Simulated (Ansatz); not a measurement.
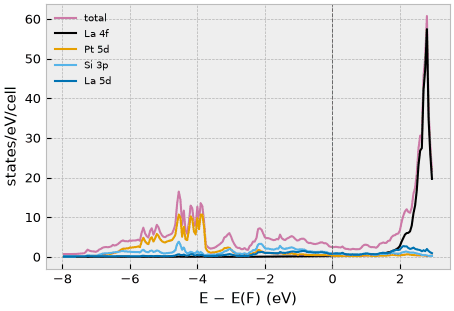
Total and projected density of states of LaSi$_{2}$Pt in space group Cmcm (No. 63; La on 4c, Si on 4c, Si on 4c, Pt on 4c), plane-wave PAW r²SCAN (Ansatz code)

Problem. Which orbitals carry the states next to the Fermi level?

Solution. Within 0.5 eV of the Fermi level: Si 3p 34 %, La 5d 33 %, Pt 5d 12 %, La 4f 7 %, Si 3s 5 %, outside the projected shells 5 %. Projections are on Löwdin-orthogonalised atomic valence shells; empty p or d shells of many metals are not among them.

Problem. Where is the tallest occupied peak in this window, and what makes it?

Solution. Near -4.5 eV, about 16 states/eV per cell; the largest projected share is Pt 5d.

The workflow started from a Materials Project entry (that database holds measured and hypothetical structures alike); the Crystallography Open Database copy checked does not list it. Whether it is the stable phase at ambient conditions was not checked. Symmetry was held in the r²SCAN relaxation; whether a distortion lowers the energy is not shown. The run is not spin-polarised. Scalar-relativistic: spin–orbit coupling is off unless named, which matters more the heavier the elements.

Potentials: the earlier of the program's two PAW sets.
